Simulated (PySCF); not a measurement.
# C5H8OS2: the cost of one run

Programs: PySCF 2.14.0, with routines of our own; each step states its level. All values are computed. Atoms count from 0.

### Step 1. The starting structure

16 atoms, charge 0, multiplicity 1; geometry from: GFN2-xTB.

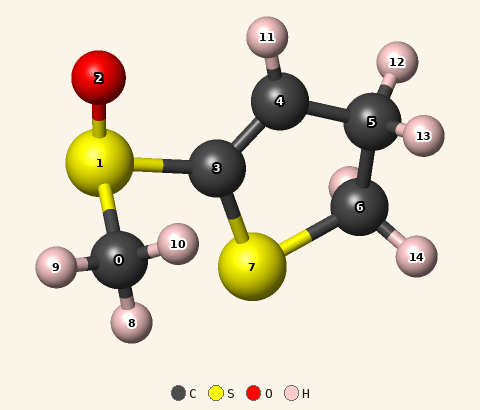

The starting geometry (carbon dark grey, sulfur yellow, oxygen red, hydrogen pink).

### Step 2. Geometry optimisation at PBE/def2-SV(P)

The job: settings as JSON, then the geometry in Å.

```
{"job": {"xc": "PBE", "basis": "def2-SV(P)", "grid": 1, "kind": "geom"}, "charge": 0, "multiplicity": 1}
C      2.718392     0.361532     0.553242
S      1.858318    -0.052180    -1.030530
O      2.059663    -1.482713    -1.247661
C      0.203704     0.076068    -0.299573
C     -0.662520    -0.921885    -0.194653
C     -1.972181    -0.581371     0.448202
C     -2.081360     0.945456     0.483559
S     -0.391999     1.633265     0.265169
H      2.452414     1.376344     0.825662
H      3.785487     0.281869     0.373833
H      2.415033    -0.342387     1.320059
H     -0.430441    -1.924696    -0.507804
H     -2.807185    -1.013837    -0.105248
H     -1.993530    -0.998489     1.460392
H     -2.478706     1.324947     1.421963
H     -2.682686     1.327021    -0.341830
```

On the command line:

```
$ OMP_NUM_THREADS=1 python excited_run.py task.json out
```

One launch serves the whole session: the jobs run in the order shown.

**Question.** How long does this first job take on 1 thread of Arm Neoverse V1, shared host, and how much memory does it need?

About 1.8 min, with a peak of 0.63 GiB.
